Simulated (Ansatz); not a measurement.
```xyz
6

Ti   -0.0451   -0.0589   -0.0140
Cl    0.0375   -0.0585    2.1801
O     1.5799   -0.1636   -0.6533
H     2.3584   -0.7362   -0.6462
F    -0.7636    1.4140   -0.5880
Cl   -1.2078   -1.7895   -0.7027
```

These are results of RKS B3LYP/def2-SVP (Ansatz 0.2.0), not measurements.

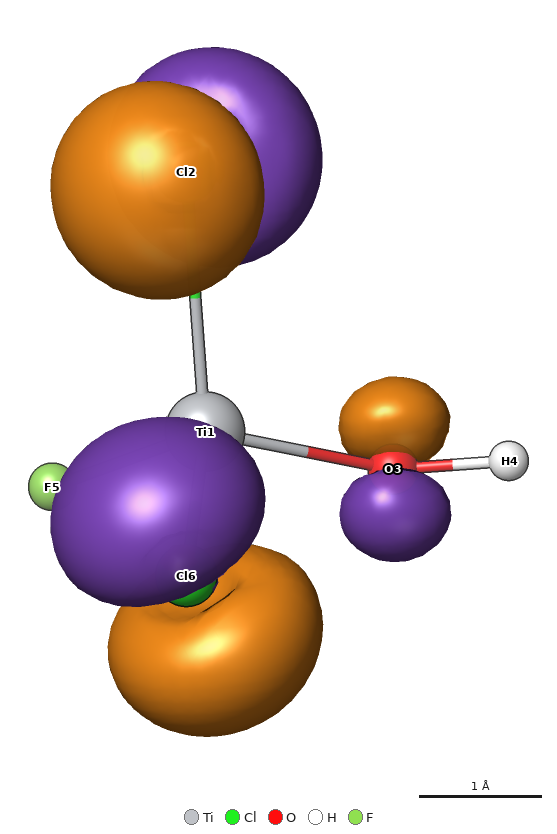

Cl$_{2}$FHOTi. One frontier orbital at ±0.15 Å⁻³ᐟ² (orange and purple are the two phases), seen at a tilt.

Q: Which orbital is it: HOMO or LUMO?

A: The HOMO, at −8.82 eV. It lies mainly on Cl2 (about 45 %) and Cl6 (about 45 %); largely a combination of lone pairs on Cl2 and Cl6.
